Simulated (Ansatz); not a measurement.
**Frozen-phonon scan for Mg (hcp, Mg type)**

Starting cell, Mg (hcp, Mg type):

```xyz
2
Lattice="3.1862 0.0000 0.0000 -1.5931 2.7593 0.0000 0.0000 0.0000 5.2235" Properties=species:S:1:pos:R:3 pbc="T T T"
Mg     0.0000     1.8395     3.9176
Mg     1.5931     0.9198     1.3059
```

The atoms are displaced by Q × the pattern below (from a DFPT mode at Γ, largest move 1; Q in Å), at fixed cell.

| atom | x | y | z |
|---|---|---|---|
| Mg1 | 0.000 | 0.000 | -1.000 |
| Mg2 | 0.000 | 0.000 | 1.000 |

These are PBE (plane waves to 420 eV, PAW, scalar-relativistic; Ansatz, a quantum-chemistry and plane-wave program) values and carry that method's errors. k mesh 17×17×9 (Γ-centred), Fermi-Dirac smearing 0.05 eV. Energies are smeared free energies. Compression counts positive. With partly filled bands, energies and forces of such displacements shift with the k mesh and the smearing. Mg was relaxed with its symmetry unable to fall. The PAW data are Ansatz's earlier set. ΔE is measured from the undisplaced structure.

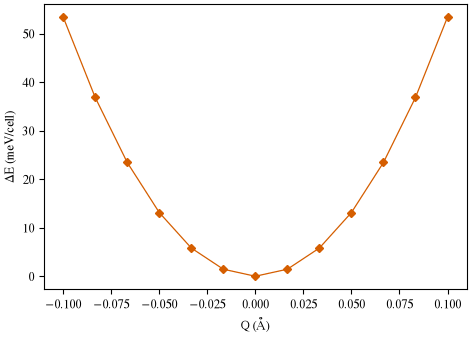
Figure. ΔE (meV/cell) against Q (Å); markers are the computed points, lines only join them.

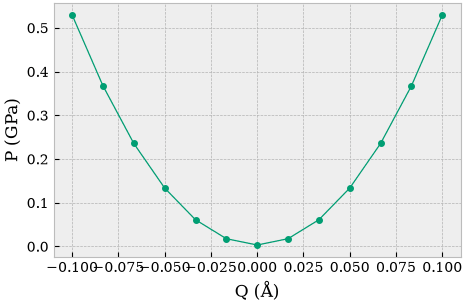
*P (GPa) against Q (Å); one marker a computed point.*

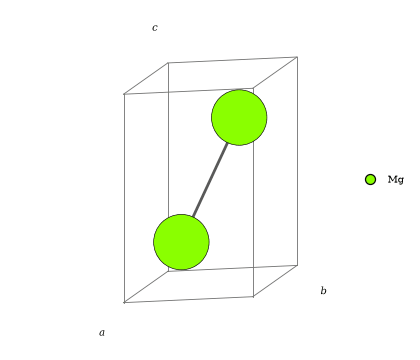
Figure. The cell of the calculation at Q = -0.100 Å.

The energy at Q = 0.100 Å is 53.4 meV/cell. Harmonic wavenumber from the curvature (finite differences): 242 cm⁻¹. Symmetry of the curve: even: the same for both signs. Space group of the distorted cell: P-3m1 (No. 164), lowered from P6_3/mmc. Shape of the curve: a single well with its minimum at or next to zero displacement.

E″ = 10.44 eV/Å², M = Σ mᵢ|uᵢ|² = 48.6 u, ν̃ = 521.5·√(|E″|/M).

(For displaced atoms, the force is minus the slope of the energy, and its curvature is a force constant, which sets phonon frequencies.)
